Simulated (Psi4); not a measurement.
# C2F4 (SMILES FC(F)=C(F)F) at TPSS/cc-pVDZ

What is the vertical ionisation energy of C2F4 at TPSS/cc-pVDZ? 

The calculation is run with Psi4 1.11.

## (1) The molecule

C2F4 has 6 atoms, charge 0, and is taken as a singlet. SMILES: `FC(F)=C(F)F`. Geometry: relaxed at PBE0-D4/def2-TZVP.

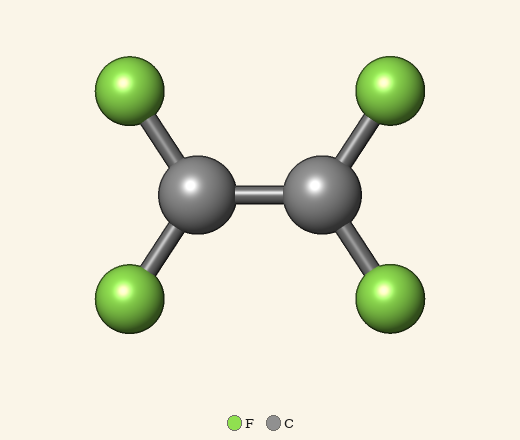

The structure, seen from a chosen angle (fluorine green, carbon grey).

## (2) A single-point energy at TPSS/cc-pVDZ

The input, job.py:

```python
import psi4

psi4.set_memory('1600 MB')
psi4.set_num_threads(1)
psi4.core.set_output_file('c2f4.out', False)

molecule = psi4.geometry("""
0 1
F      1.169200    -1.134500    -0.708000
C      0.202500    -0.640200     0.025700
F     -0.337500    -1.520600     0.832300
C     -0.188400     0.618800    -0.041100
F      0.351500     1.499300    -0.847600
F     -1.155200     1.113100     0.692600
symmetry c1
""")

psi4.set_options({
    'puream': True,
    'scf_type': 'pk',
    'dft_radial_points': 99,
    'dft_spherical_points': 590,
})

E = psi4.energy("tpss/cc-pVDZ")
print(f'tpss/cc-pVDZ energy: {E:.10f} Eh')
for k, v in sorted(psi4.core.scalar_variables().items()):
    print(f'{k:45s} {v:18.10f}')
```

Started as:

```bash
$ python job.py
```

c2f4.out:

```text
[...]
  Running in c1 symmetry.
[...]
  Nuclear repulsion =  245.555220689731556
[...]
  Multiplicity = 1
[...]
  Nalpha       = 24
  Nbeta        = 24
[...]
    Number of basis functions: 84
[...]
   @RKS iter   1:  -475.51811564967710    2.54650e-02   4.78193e-03 DIIS/ADIIS
[...]
   @RKS iter   7:  -475.58359800862252   -2.35201e-09   3.61485e-07 DIIS
[...]
    Orbital Energies [Eh]
    ---------------------
    Doubly Occupied:
       1A    -24.475196     2A    -24.475173     3A    -24.475166
       4A    -24.475144     5A    -10.161893     6A    -10.161199
       7A     -1.231904     8A     -1.218153     9A     -1.175512
      10A     -1.164781    11A     -0.741458    12A     -0.601369
      13A     -0.558089    14A     -0.552819    15A     -0.509973
      16A     -0.497049    17A     -0.451151    18A     -0.422428
      19A     -0.397394    20A     -0.392401    21A     -0.388785
      22A     -0.386698    23A     -0.369721    24A     -0.210366
[...]
  @RKS Final Energy:  -475.58359800862252
   => Energetics <=
    Nuclear Repulsion Energy =            245.5552206897315557
    One-Electron Energy =               -1147.1813922870514943
    Two-Electron Energy =                 478.8532722828593933
    DFT Exchange-Correlation Energy =     -52.8106986941619425
    Empirical Dispersion Energy =           0.0000000000000000
    VV10 Nonlocal Energy =                  0.0000000000000000
    Total Energy =                       -475.5835980086225163
[...]
 Multipole Moments:
 ------------------------------------------------------------------------------------
     Multipole            Electronic (a.u.)      Nuclear  (a.u.)        Total (a.u.)
 ------------------------------------------------------------------------------------
 L = 1.  Multiply by 2.5417464519 to convert [e a0] to [Debye]
 Dipole X            :          0.0000855            0.0000453            0.0001308
 Dipole Y            :          0.0000542           -0.0000226            0.0000315
 Dipole Z            :         -0.0001060           -0.0000226           -0.0001286
 Magnitude           :                                                    0.0001861
[...]
```

On the terminal:

```text
tpss/cc-pVDZ energy: -475.5835980086 Eh
CURRENT ENERGY                                   -475.5835980086
CURRENT REFERENCE ENERGY                         -475.5835980086
DD SOLVATION ENERGY                                 0.0000000000
DFT FUNCTIONAL TOTAL ENERGY                      -475.5835980086
DFT TOTAL ENERGY                                 -475.5835980086
DFT VV10 ENERGY                                     0.0000000000
DFT XC ENERGY                                     -52.8106986942
GRID ELECTRONS ALPHA                               24.0000000341
GRID ELECTRONS BETA                                24.0000000341
GRID ELECTRONS TOTAL                               48.0000000682
NUCLEAR REPULSION ENERGY                          245.5552206897
ONE-ELECTRON ENERGY                             -1147.1813922871
PCM POLARIZATION ENERGY                             0.0000000000
PE ENERGY                                           0.0000000000
SCF ITERATION ENERGY                             -475.5835980086
SCF ITERATIONS                                      7.0000000000
SCF TOTAL ENERGY                                 -475.5835980086
TWO-ELECTRON ENERGY                               478.8532722829
XC GRID RADIAL POINTS                              99.0000000000
XC GRID SPHERICAL POINTS                          590.0000000000
XC GRID TOTAL POINTS                           332213.0000000000
```

It took 26 s on 1 thread of Intel Xeon Platinum 8223CL at 3.00GHz (Skylake/Cascade Lake), shared host; peak memory 0.88 GiB.

## (3) The doublet cation

The input, calc.py:

```python
import psi4

psi4.set_memory('1600 MB')
psi4.set_num_threads(1)
psi4.set_output_file('run.log', False)

molecule = psi4.geometry("""
1 2
F      1.169200    -1.134500    -0.708000
C      0.202500    -0.640200     0.025700
F     -0.337500    -1.520600     0.832300
C     -0.188400     0.618800    -0.041100
F      0.351500     1.499300    -0.847600
F     -1.155200     1.113100     0.692600
units angstrom
symmetry c1
""")

psi4.set_options({
    'basis': 'cc-pVDZ',
    'reference': 'uks',
    'puream': True,
    'scf_type': 'pk',
    'dft_radial_points': 99,
    'dft_spherical_points': 590,
    'maxiter': 100,
})

energy_value = psi4.energy('TPSS', molecule=molecule)
print(f'TPSS energy: {energy_value:.10f} Eh')
for k, v in sorted(psi4.core.scalar_variables().items()):
    print(f'{k:45s} {v:18.10f}')
```

Started as:

```bash
$ python calc.py
```

run.log:

```text
[...]
  Running in c1 symmetry.
[...]
  Nuclear repulsion =  245.555220689731556
[...]
  Multiplicity = 2
[...]
  Nalpha       = 24
  Nbeta        = 23
[...]
    Number of basis functions: 84
[...]
   @UKS iter   1:  -475.21276636227219    3.30814e-01   2.73708e-03 DIIS/ADIIS
[...]
   @UKS iter   9:  -475.23004249998274   -1.42756e-08   1.52030e-07 DIIS
[...]
   @S^2 Observed:                7.515800479E-01
[...]
    Orbital Energies [Eh]
    ---------------------
    Alpha Occupied:
       1A    -24.780610     2A    -24.780589     3A    -24.780581
       4A    -24.780568     5A    -10.512235     6A    -10.511550
       7A     -1.531741     8A     -1.515514     9A     -1.472077
      10A     -1.460466    11A     -1.081709    12A     -0.891722
      13A     -0.853283    14A     -0.846789    15A     -0.809113
      16A     -0.798820    17A     -0.749701    18A     -0.706051
      19A     -0.691472    20A     -0.686609    21A     -0.678359
      22A     -0.671540    23A     -0.653241    24A     -0.539846
    Alpha Virtual:
      25A     -0.322306    26A     -0.269038    27A     -0.207137
[...]
  @UKS Final Energy:  -475.23004249998274
   => Energetics <=
    Nuclear Repulsion Energy =            245.5552206897315557
    One-Electron Energy =               -1132.9352811062624369
    Two-Electron Energy =                 464.4827727093135081
    DFT Exchange-Correlation Energy =     -52.3327547927653427
    Empirical Dispersion Energy =           0.0000000000000000
    VV10 Nonlocal Energy =                  0.0000000000000000
    Total Energy =                       -475.2300424999827442
  UHF NO Occupations:
  HONO-2 :   22  A 1.9998056
  HONO-1 :   23  A 1.9997766
[...]
 Multipole Moments:
 ------------------------------------------------------------------------------------
     Multipole            Electronic (a.u.)      Nuclear  (a.u.)        Total (a.u.)
 ------------------------------------------------------------------------------------
 L = 1.  Multiply by 2.5417464519 to convert [e a0] to [Debye]
 Dipole X            :          0.0001356            0.0000453            0.0001809
 Dipole Y            :         -0.0000581           -0.0000226           -0.0000808
 Dipole Z            :         -0.0001017           -0.0000226           -0.0001243
 Magnitude           :                                                    0.0002339
[...]
```

The script printed:

```text
TPSS energy: -475.2300425000 Eh
CURRENT ENERGY                                   -475.2300425000
CURRENT REFERENCE ENERGY                         -475.2300425000
DD SOLVATION ENERGY                                 0.0000000000
DFT FUNCTIONAL TOTAL ENERGY                      -475.2300425000
DFT TOTAL ENERGY                                 -475.2300425000
DFT VV10 ENERGY                                     0.0000000000
DFT XC ENERGY                                     -52.3327547928
GRID ELECTRONS ALPHA                               24.0000000284
GRID ELECTRONS BETA                                23.0000000227
GRID ELECTRONS TOTAL                               47.0000000512
NUCLEAR REPULSION ENERGY                          245.5552206897
ONE-ELECTRON ENERGY                             -1132.9352811063
PCM POLARIZATION ENERGY                             0.0000000000
PE ENERGY                                           0.0000000000
SCF ITERATION ENERGY                             -475.2300425000
SCF ITERATIONS                                      9.0000000000
SCF TOTAL ENERGY                                 -475.2300425000
TWO-ELECTRON ENERGY                               464.4827727093
XC GRID RADIAL POINTS                              99.0000000000
XC GRID SPHERICAL POINTS                          590.0000000000
XC GRID TOTAL POINTS                           332213.0000000000
```

Wall time 45 s (1 thread of Intel Xeon Platinum 8223CL at 3.00GHz (Skylake/Cascade Lake), shared host); peak memory 0.88 GiB.

## (4) Results

At TPSS/cc-pVDZ:

| quantity | value |
| --- | --- |
| singlet C2F4: total energy | -475.58360 Eh |
| singlet C2F4: dipole moment | 0.00 D |
| singlet C2F4: HOMO energy | -5.72 eV |
| singlet C2F4: LUMO energy | 0.32 eV |
| singlet C2F4: HOMO–LUMO gap | 6.04 eV |
| doublet cation: total energy | -475.23004 Eh |
| doublet cation: HOMO energy (highest over α and β) | -14.69 eV |
| doublet cation: LUMO energy (lowest over α and β) | -13.48 eV |
| doublet cation: ⟨S²⟩ | 0.752 |
| vertical ionisation energy (to the doublet cation) | 9.621 eV |

In words: Removing an electron at fixed nuclei costs 9.62 eV (222 kcal/mol). The negative HOMO energy of the first species, 5.72 eV, lies 3.90 eV below that difference.
